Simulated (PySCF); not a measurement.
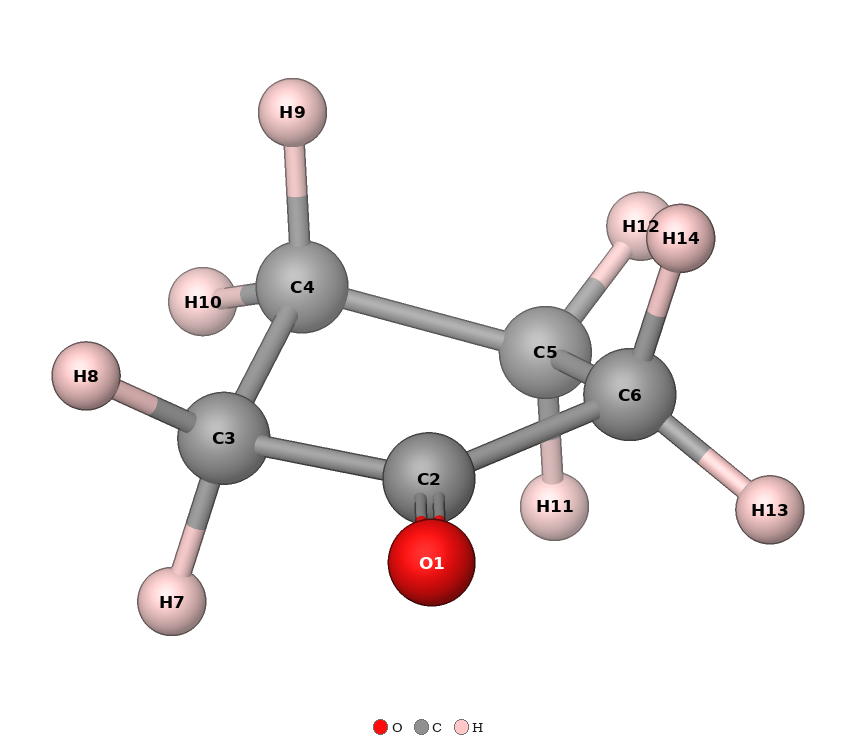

Atoms fade into the background with distance from the viewer. The geometry was computed by an optimisation with PBE0-D3(BJ)/def2-SVP. No frequency run is at hand to confirm it as a minimum.

### What is the conformation of the ring C2–C3–C4–C5–C6?

It is a twist (half-chair). The Cremer–Pople amplitude Q is 0.37 Å.

### Give the torsion angles round the ring, beginning with the bond from its second to its third atom.

31°, −38°, 31°, −12°, −12°.
